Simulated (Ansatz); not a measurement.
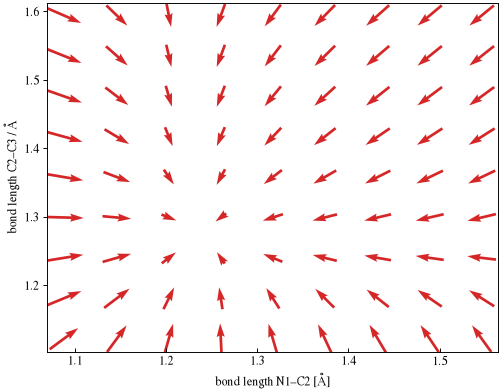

C2HNSe, SMILES N=C=C=[Se]. The first coordinate is: bond length N1–C2; the second: bond length C2–C3. Nothing is relaxed (all other coordinates rigid). The scan uses a 9 × 9 grid. Level of theory: Ansatz, RKS PBE0-D4/def2-TZVP.

Drawn: arrows along the force (downhill), their lengths compressed.

**The arrows alone are given. Where is the energy lowest?**

The arrows converge at about bond length N1–C2 = 1.237 Å, bond length C2–C3 = 1.276 Å (read from the interpolated surface).

The energy map of the same scan:

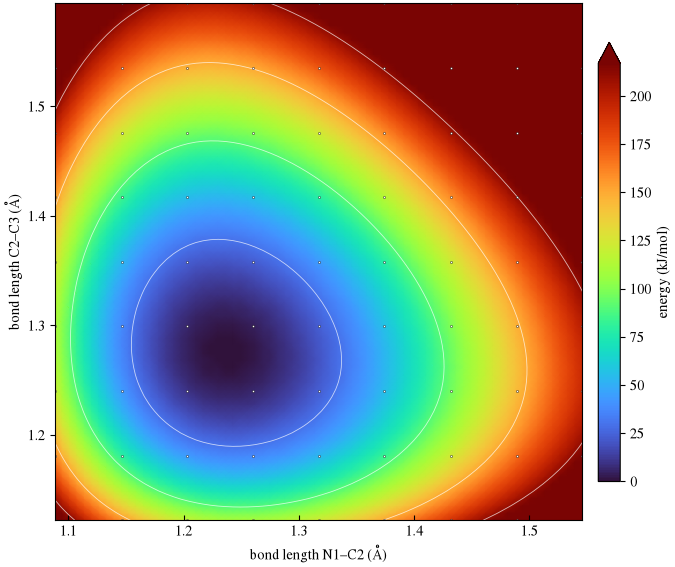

Energies are in kJ/mol, from the relaxed molecule at the same level; between grid points the surface is interpolated.
